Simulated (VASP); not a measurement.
# How k-mesh and SCF solver change a VASP run on Cobalt, part 2 of 3

A convergence test on Cobalt: the k-mesh and SCF solver. The series runs use LDA. The atoms of the start are displaced at random from the sites of a P6_3/mmc cell.

VASP 6.6.1; LDA, spin-polarised from a ferromagnetic start; plane waves and PAW (Co).

Still holding for the runs below: The magnetic state follows from one typed start and may not be the lowest.

So far. Step 5 (K-mesh: 7 7 4): Against the run before the energy moves by -15.29 meV an atom and the pressure by -2.26 GPa, after 14 cycles in 13 s.

## (6) K-mesh: 9 9 5

File INCAR:

```
SYSTEM = Co
PREC = Accurate
ENCUT = 400
EDIFF = 1E-06
NELM = 100
ISMEAR = -1
SIGMA = 0.05
LREAL = .FALSE.
ALGO = Normal
GGA = CA
NBANDS = 19
ISPIN = 2
MAGMOM = 2 2
LASPH = .TRUE.
LMAXMIX = 4
LORBIT = 11
LWAVE = .FALSE.
LCHARG = .FALSE.
KPAR = 2
ISIF = 2
```

File POSCAR:

```
Co
1.0
    2.5074000000      0.0000000000      0.0000000000
   -1.2537000000      2.1714720974      0.0000000000
    0.0000000000      0.0000000000      4.0699000000
Co
2
Direct
    0.3248340000      0.6738130000      0.2448670000
    0.6657050000      0.3334760000      0.7516660000
```

File KPOINTS:

```
Automatic mesh
0
Gamma
9 9 5
0 0 0
```

PAW data sets: Co (PBE family, release 64).

The run is started by

```console
$ mpirun -np 2 vasp_std
```

The program printed:

```text
[... set-up lines as in an earlier step ...]
 entering main loop
       N       E                     dE             d eps       ncg     rms          rms(c)
DAV:   1     0.699285987913E+02    0.69929E+02   -0.70015E+03 16212   0.107E+03
DAV:   2    -0.155738417862E+02   -0.85502E+02   -0.77189E+02 15622   0.200E+02
DAV:   3    -0.188114502748E+02   -0.32376E+01   -0.31337E+01 16965   0.488E+01
DAV:   4    -0.188633330894E+02   -0.51883E-01   -0.51851E-01 20108   0.528E+00
[...]
DAV:  12    -0.161536082607E+02    0.79774E-05   -0.22121E-06 17161   0.144E-02    0.186E-02
DAV:  13    -0.161536049305E+02    0.33303E-05   -0.14088E-06 10952   0.143E-02    0.386E-03
DAV:  14    -0.161536050045E+02   -0.73996E-07   -0.41284E-07  9135   0.722E-03
   1 F= -.16153605E+02 E0= -.16144485E+02  d E =-.182399E-01  mag=     3.0414
```

Run time: 25 s. Hardware: 2 MPI ranks of Intel Xeon Platinum 8488C (Sapphire Rapids), shared host; peak memory 0.34 GiB; 46 s of CPU time.

From OUTCAR (step 6):

```text
  Total       -3.1560195     -3.0898539     -3.2180685      0.0599689     -0.0062291      0.0113611
  in kB     -228.1858139   -223.4019274   -232.6720735      4.3358568     -0.4503757      0.8214259
  external PRESSURE =    -228.0866049 kB  Pullay stress =       0.0000000 kB

 POSITION                                       TOTAL-FORCE (eV/Angst)
 -----------------------------------------------------------------------------------
     -0.03027      1.46317      0.99658         0.049237     -0.026920      0.115196
      1.25111      0.72413      3.05921        -0.049237      0.026920     -0.115196
 -----------------------------------------------------------------------------------
    total drift:                                0.000002     -0.000009      0.000025

  FREE ENERGIE OF THE ION-ELECTRON SYSTEM (eV)
  ---------------------------------------------------
  free  energy   TOTEN  =       -16.1536050045 eV

  energy  without entropy=      -16.1353651025  energy(sigma->0) =      -16.14448505

 magnetization (x)
# of ion       s       p       d       tot
------------------------------------------
    1       -0.014  -0.042   1.587   1.530
    2       -0.014  -0.042   1.587   1.530
--------------------------------------------------
tot         -0.028  -0.085   3.174   3.061

[... 1 part as in an earlier step ...]

[... 2 further parts left out ...]
[key lines of the parts left out:]
E-fermi :   9.5068
```

Against the run before the energy moves by -15.10 meV an atom and the pressure by -0.20 GPa, after 14 cycles in 25 s.

## (7) K-mesh: 12 12 7

INCAR is that of step 6.

POSCAR is that of step 6.

File KPOINTS:

```
Automatic mesh
0
Gamma
12 12 7
0 0 0
```

The run is started by

```console
$ mpirun -np 2 vasp_std
```

The program printed:

```text
[... set-up lines as in an earlier step ...]
 entering main loop
       N       E                     dE             d eps       ncg     rms          rms(c)
DAV:   1     0.700397196639E+02    0.70040E+02   -0.70272E+03 40472   0.107E+03
DAV:   2    -0.155802906986E+02   -0.85620E+02   -0.77211E+02 38936   0.200E+02
DAV:   3    -0.188103761437E+02   -0.32301E+01   -0.31205E+01 42177   0.487E+01
DAV:   4    -0.188617091333E+02   -0.51333E-01   -0.51300E-01 49667   0.524E+00
[...]
DAV:  12    -0.161458715506E+02    0.12736E-04   -0.43989E-06 46658   0.180E-02    0.195E-02
DAV:  13    -0.161458657113E+02    0.58393E-05   -0.17268E-06 29158   0.172E-02    0.872E-03
DAV:  14    -0.161458659096E+02   -0.19830E-06   -0.52546E-07 23891   0.770E-03
   1 F= -.16145866E+02 E0= -.16137072E+02  d E =-.175887E-01  mag=     3.1231
```

Run time: 57 s. Hardware: 2 MPI ranks; peak memory 0.56 GiB.

From OUTCAR (step 7):

```text
  Total       -3.0145122     -2.9644614     -3.2475590      0.0454256     -0.0070381      0.0128419
  in kB     -217.9545862   -214.3358263   -234.8042881      3.2843482     -0.5088684      0.9284949
  external PRESSURE =    -222.3649002 kB  Pullay stress =       0.0000000 kB

 POSITION                                       TOTAL-FORCE (eV/Angst)
 -----------------------------------------------------------------------------------
     -0.03027      1.46317      0.99658         0.064423     -0.035414      0.119938
      1.25111      0.72413      3.05921        -0.064423      0.035414     -0.119938
 -----------------------------------------------------------------------------------
    total drift:                                0.000002     -0.000009      0.000024

  FREE ENERGIE OF THE ION-ELECTRON SYSTEM (eV)
  ---------------------------------------------------
  free  energy   TOTEN  =       -16.1458659096 eV

  energy  without entropy=      -16.1282771669  energy(sigma->0) =      -16.13707154

 magnetization (x)
# of ion       s       p       d       tot
------------------------------------------
    1       -0.013  -0.038   1.619   1.568
    2       -0.013  -0.038   1.619   1.568
--------------------------------------------------
tot         -0.025  -0.075   3.237   3.137

[... 1 part as in an earlier step ...]

[... 2 further parts left out ...]
[key lines of the parts left out:]
E-fermi :   9.5017
```

Against the run before the energy moves by +3.71 meV an atom and the pressure by +0.57 GPa, after 14 cycles in 57 s.

## (8) K-mesh: 15 15 8

INCAR is that of step 7.

POSCAR is that of step 7.

File KPOINTS:

```
Automatic mesh
0
Gamma
15 15 8
0 0 0
```

The run is started by

```console
$ mpirun -np 2 vasp_std
```

The program printed:

```text
[... set-up lines as in an earlier step ...]
 entering main loop
       N       E                     dE             d eps       ncg     rms          rms(c)
DAV:   1     0.703971447445E+02    0.70397E+02   -0.69999E+03 71895   0.107E+03
DAV:   2    -0.155919645791E+02   -0.85989E+02   -0.77669E+02 69280   0.200E+02
DAV:   3    -0.188131791875E+02   -0.32212E+01   -0.31048E+01 75570   0.486E+01
DAV:   4    -0.188641079056E+02   -0.50929E-01   -0.50897E-01 87411   0.523E+00
[...]
DAV:  12    -0.161501628165E+02    0.14341E-04   -0.57423E-06 82396   0.190E-02    0.198E-02
DAV:  13    -0.161501576940E+02    0.51225E-05   -0.18087E-06 50098   0.169E-02    0.859E-03
DAV:  14    -0.161501578497E+02   -0.15566E-06   -0.53796E-07 42476   0.803E-03
   1 F= -.16150158E+02 E0= -.16142548E+02  d E =-.152196E-01  mag=     3.1797
```

It took 98 s on 2 MPI ranks; peak memory 0.82 GiB; 3.2 min of CPU time.

From OUTCAR (step 8):

```text
  Total       -2.9678078     -2.9148858     -3.1796688      0.0479905     -0.0073025      0.0133109
  in kB     -214.5777768   -210.7514240   -229.8957041      3.4697973     -0.5279858      0.9624029
  external PRESSURE =    -218.4083016 kB  Pullay stress =       0.0000000 kB

 POSITION                                       TOTAL-FORCE (eV/Angst)
 -----------------------------------------------------------------------------------
     -0.03027      1.46317      0.99658         0.061915     -0.034029      0.118680
      1.25111      0.72413      3.05921        -0.061915      0.034029     -0.118680
 -----------------------------------------------------------------------------------
    total drift:                                0.000002     -0.000009      0.000024

  FREE ENERGIE OF THE ION-ELECTRON SYSTEM (eV)
  ---------------------------------------------------
  free  energy   TOTEN  =       -16.1501578497 eV

  energy  without entropy=      -16.1349382410  energy(sigma->0) =      -16.14254805

 magnetization (x)
# of ion       s       p       d       tot
------------------------------------------
    1       -0.012  -0.037   1.645   1.596
    2       -0.012  -0.037   1.645   1.596
--------------------------------------------------
tot         -0.024  -0.074   3.290   3.192

[... 1 part as in an earlier step ...]

[... 2 further parts left out ...]
[key lines of the parts left out:]
E-fermi :   9.4994
```

Against the run before the energy moves by -2.74 meV an atom and the pressure by +0.40 GPa, after 14 cycles in 98 s.

## (9) K-mesh: 19 19 10

INCAR is that of step 8.

POSCAR is that of step 8.

File KPOINTS:

```
Automatic mesh
0
Gamma
19 19 10
0 0 0
```

The run is started by

```console
$ mpirun -np 2 vasp_std
```

The program printed:

```text
[... set-up lines as in an earlier step ...]
 entering main loop
       N       E                     dE             d eps       ncg     rms          rms(c)
DAV:   1     0.700924332276E+02    0.70092E+02   -0.70159E+03144491   0.107E+03
DAV:   2    -0.156006663085E+02   -0.85693E+02   -0.77387E+02138803   0.200E+02
DAV:   3    -0.188135239812E+02   -0.32129E+01   -0.31019E+01151526   0.486E+01
DAV:   4    -0.188639703485E+02   -0.50446E-01   -0.50415E-01175288   0.521E+00
[...]
DAV:  12    -0.161497189713E+02    0.11802E-04   -0.46660E-06156953   0.182E-02    0.210E-02
DAV:  13    -0.161497132030E+02    0.57683E-05   -0.17976E-06102421   0.171E-02    0.762E-03
DAV:  14    -0.161497133407E+02   -0.13769E-06   -0.59613E-07 87984   0.815E-03
   1 F= -.16149713E+02 E0= -.16141812E+02  d E =-.158024E-01  mag=     3.1232
```

The job ended after 3.2 min (2 MPI ranks; peak memory 1.4 GiB; 6.4 min of CPU time).

Parts of OUTCAR (step 9):

```text
  Total       -3.0381769     -2.9867492     -3.2057943      0.0466673     -0.0069447      0.0126658
  in kB     -219.6655904   -215.9472710   -231.7846217      3.3741303     -0.5021162      0.9157595
  external PRESSURE =    -222.4658277 kB  Pullay stress =       0.0000000 kB

 POSITION                                       TOTAL-FORCE (eV/Angst)
 -----------------------------------------------------------------------------------
     -0.03027      1.46317      0.99658         0.060035     -0.032973      0.120170
      1.25111      0.72413      3.05921        -0.060035      0.032973     -0.120170
 -----------------------------------------------------------------------------------
    total drift:                                0.000002     -0.000009      0.000024

  FREE ENERGIE OF THE ION-ELECTRON SYSTEM (eV)
  ---------------------------------------------------
  free  energy   TOTEN  =       -16.1497133407 eV

  energy  without entropy=      -16.1339109021  energy(sigma->0) =      -16.14181212

 magnetization (x)
# of ion       s       p       d       tot
------------------------------------------
    1       -0.013  -0.039   1.621   1.569
    2       -0.013  -0.039   1.621   1.569
--------------------------------------------------
tot         -0.026  -0.078   3.242   3.138

[... 1 part as in an earlier step ...]

[... 2 further parts left out ...]
[key lines of the parts left out:]
E-fermi :   9.4984
```

Against the run before the energy moves by +0.37 meV an atom and the pressure by -0.41 GPa, after 14 cycles in 3.2 min.

## (10) The k-mesh series as a table

This step: convergence of LDA results with the mesh; plane waves and PAW (VASP 6.6.1).

This step runs nothing: it gathers the runs above.

Differences are taken from the run with 19 19 10. Results of the series, by row:

```csv
setting,status,energy less the reference (meV/atom),pressure (GPa),largest force difference (meV/Å),moment (μB),SCF cycles,wall time (s)
3 3 2,converged,127.9,-20.01,87.99,3.048,13,3
4 4 2,converged,17.74,-19.91,65.57,3.37,14,4.6
5 5 3,converged,29.05,-20.35,10.81,3.417,14,6.6
7 7 4,converged,13.76,-22.61,27.25,3.063,14,13.2
9 9 5,converged,-1.336,-22.81,10.8,3.041,14,25
12 12 7,converged,2.37,-22.24,4.388,3.123,14,57
15 15 8,converged,-0.368,-21.84,1.88,3.18,14,98
19 19 10,converged,0,-22.25,0,3.123,14,194
```

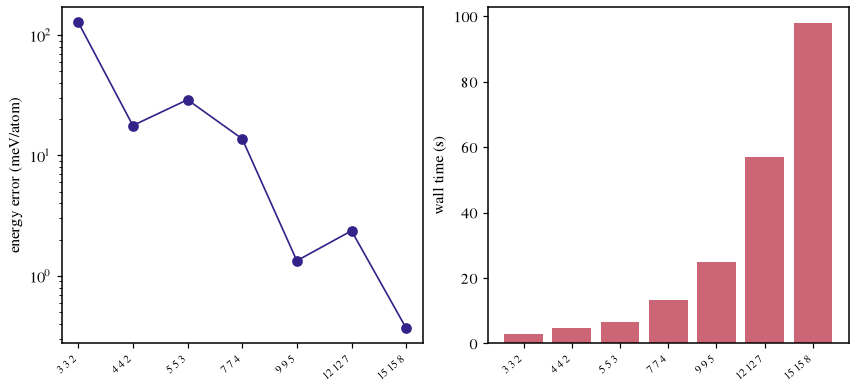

The energy error in size, against the reference run (errors under 0.01 are drawn at 0.01), and the wall time by setting.

## (11) SCF solver: ALGO = Normal

This step: LDA, spin-polarised from a ferromagnetic start; plane waves and PAW (Co) (VASP 6.6.1).

All solvers should reach one answer; they differ in cycles and robustness.

INCAR is that of step 9.

POSCAR is that of step 9.

File KPOINTS:

```
Automatic mesh
0
Gamma
12 12 7
0 0 0
```

The run is started by

```console
$ mpirun -np 2 vasp_std
```

The program printed:

```text
[... set-up lines as in an earlier step ...]
 entering main loop
       N       E                     dE             d eps       ncg     rms          rms(c)
[... 14 cycles as in an earlier step ...]
   1 F= -.16145866E+02 E0= -.16137072E+02  d E =-.175887E-01  mag=     3.1231
```

Wall time 56 s (2 MPI ranks); peak memory 0.56 GiB; 1.8 min of CPU time.

Parts of OUTCAR (step 11):

```text
   NELECT =      18.0000    total number of electrons

 E-fermi :   9.5017

 spin component 1
 k-point     1 :       0.0000    0.0000    0.0000
  band No.  band energies     occupation
    ...
      8       7.7333      1.00000
      9       7.8219      1.00000
     10       8.8023      1.00000
     11       8.8968      0.99999
     12       9.3940      0.89603
     13      15.6920      0.00000
     14      31.3510      0.00000
     15      33.5905      0.00000
     16      33.7213      0.00000
     17      34.2915      0.00000
    ...

 k-point     2 :       0.0833    0.0000    0.0000
  band No.  band energies     occupation
    ...
      7       7.5008      1.00000
      8       7.5979      1.00000
      9       7.7388      1.00000
     10       8.0523      1.00000
     11       8.8576      1.00000
     12      10.5268      0.00000
     13      15.7333      0.00000
     14      29.3963      0.00000
     15      31.5988      0.00000
     16      31.7675      0.00000
    ...

[... 13 parts as in an earlier step ...]

[... 14 further parts left out ...]
```

Numbers from this step:

```
irreducible k points : 506
Fermi energy         : 9.502 eV
pressure             : -22.24 GPa
```

The series starts at -8.0685 eV an atom and -22.24 GPa, after 14 cycles in 56 s.

## (12) SCF solver: ALGO = Fast

Edit INCAR of step 11 so:

```diff
@@ -8,3 +8,3 @@
 LREAL = .FALSE.
-ALGO = Normal
+ALGO = Fast
 GGA = CA
```

POSCAR is that of step 11.

KPOINTS is that of step 11.

The run is started by

```console
$ mpirun -np 2 vasp_std
```

The program printed:

```text
[... set-up lines as in an earlier step ...]
 entering main loop
       N       E                     dE             d eps       ncg     rms          rms(c)
[... 5 cycles as in an earlier step ...]
RMM:   6    -0.167724352280E+02    0.20904E+01   -0.10276E+01 45319   0.360E+01    0.821E+00
RMM:   7    -0.161957550662E+02    0.57668E+00   -0.13302E+00 44603   0.139E+01    0.397E+00
RMM:   8    -0.161609591836E+02    0.34796E-01   -0.28285E-02 54448   0.103E+00    0.137E+00
RMM:   9    -0.161478897766E+02    0.13069E-01   -0.59534E-03 55347   0.437E-01    0.411E-01
RMM:  10    -0.161460678925E+02    0.18219E-02   -0.12705E-03 54602   0.337E-01    0.146E-01
RMM:  11    -0.161458698232E+02    0.19807E-03   -0.46169E-04 60459   0.121E-01    0.553E-02
RMM:  12    -0.161458702576E+02   -0.43448E-06   -0.57948E-05 57533   0.478E-02    0.341E-02
WARNING in EDDRMM: call to ZHEGV failed, returncode =   8  4     17
RMM:  13    -0.161458666058E+02    0.36519E-05   -0.13037E-05 53171   0.369E-02    0.117E-02
WARNING in EDDRMM: call to ZHEGV failed, returncode =   8  4     18
WARNING in EDDRMM: call to ZHEGV failed, returncode =   8  4     18
WARNING in EDDRMM: call to ZHEGV failed, returncode =   6  3     17
RMM:  14    -0.161458656748E+02    0.93096E-06   -0.55452E-06 47871   0.182E-02
   1 F= -.16145866E+02 E0= -.16137071E+02  d E =-.175885E-01  mag=     3.1230
```

It took 61 s on 2 MPI ranks; peak memory 0.56 GiB.

Parts of OUTCAR (step 12):

```text
  Total       -3.0198765     -2.9697979     -3.2530182      0.0454605     -0.0070348      0.0128394
  in kB     -218.3424362   -214.7216629   -235.1989918      3.2868756     -0.5086309      0.9283114
  external PRESSURE =    -222.7543636 kB  Pullay stress =       0.0000000 kB

 POSITION                                       TOTAL-FORCE (eV/Angst)
 -----------------------------------------------------------------------------------
     -0.03027      1.46317      0.99658         0.064400     -0.035411      0.119937
      1.25111      0.72413      3.05921        -0.064400      0.035411     -0.119937
 -----------------------------------------------------------------------------------
    total drift:                                0.000002     -0.000009      0.000024

  FREE ENERGIE OF THE ION-ELECTRON SYSTEM (eV)
  ---------------------------------------------------
  free  energy   TOTEN  =       -16.1458656748 eV

  energy  without entropy=      -16.1282771758  energy(sigma->0) =      -16.13707143

[... 3 parts as in an earlier step ...]

[... 1 further part left out ...]
[key lines of the parts left out:]
E-fermi :   9.5018
```

Against the first of the series the energy stays within 0.01 meV an atom; the pressure moves by -0.04 GPa, after 14 cycles in 61 s.

## (13) SCF solver: ALGO = VeryFast

Edit INCAR of step 12 so:

```diff
@@ -8,3 +8,3 @@
 LREAL = .FALSE.
-ALGO = Fast
+ALGO = VeryFast
 GGA = CA
```

POSCAR is that of step 12.

KPOINTS is that of step 12.

The run is started by

```console
$ mpirun -np 2 vasp_std
```

The program printed:

```text
[... set-up lines as in an earlier step ...]
 entering main loop
       N       E                     dE             d eps       ncg     rms          rms(c)
RMM:   1     0.691301488529E+02    0.69130E+02   -0.44300E+03 19228   0.827E+02
RMM:   2    -0.101937617877E+02   -0.79324E+02   -0.71480E+02 19228   0.169E+02
RMM:   3    -0.174187310640E+02   -0.72250E+01   -0.41451E+01 19228   0.613E+01
RMM:   4    -0.187638014559E+02   -0.13451E+01   -0.29156E+00 19228   0.157E+01
[...]
RMM:  19    -0.161458700267E+02    0.88690E-05   -0.32118E-05 53918   0.455E-02    0.201E-02
RMM:  20    -0.161458658679E+02    0.41588E-05   -0.94005E-06 53040   0.249E-02    0.969E-03
RMM:  21    -0.161458658089E+02    0.59008E-07   -0.19139E-06 30368   0.105E-02
   1 F= -.16145866E+02 E0= -.16137071E+02  d E =-.175887E-01  mag=     3.1231
```

Run time: 81 s. Hardware: 2 MPI ranks; peak memory 0.57 GiB.

OUTCAR, selected parts (step 13):

```text
  Total       -3.0041490     -2.9540645     -3.2372782      0.0454627     -0.0070344      0.0128397
  in kB     -217.2053120   -213.5841102   -234.0609625      3.2870322     -0.5086027      0.9283316
  external PRESSURE =    -221.6167949 kB  Pullay stress =       0.0000000 kB

 POSITION                                       TOTAL-FORCE (eV/Angst)
 -----------------------------------------------------------------------------------
     -0.03027      1.46317      0.99658         0.064436     -0.035421      0.120086
      1.25111      0.72413      3.05921        -0.064436      0.035421     -0.120086
 -----------------------------------------------------------------------------------
    total drift:                                0.000002     -0.000009      0.000024

  FREE ENERGIE OF THE ION-ELECTRON SYSTEM (eV)
  ---------------------------------------------------
  free  energy   TOTEN  =       -16.1458658089 eV

  energy  without entropy=      -16.1282770933  energy(sigma->0) =      -16.13707145

[... 3 parts as in an earlier step ...]

[... 1 further part left out ...]
[key lines of the parts left out:]
E-fermi :   9.5017
```

Against the first of the series the energy stays within 0.01 meV an atom; the pressure moves by +0.07 GPa, after 21 cycles in 81 s.

[end of part 2 of 3]

[Lines on the potential files, build, host, timing and source positions are cut from VASP's logs without a mark.]

[Logs are printed without paths, hosts, clocks, repeated set-up lines and the standing remarks that a program may print on its own settings, such as how far it seeks lower states.]

[Hosts, paths, dates, database ids (printed as entryN), source tags and the programs' standing remarks are cut or masked in the printed files.]

[A measured line is paired with the nearest computed mode of its activity, which favours agreement.]
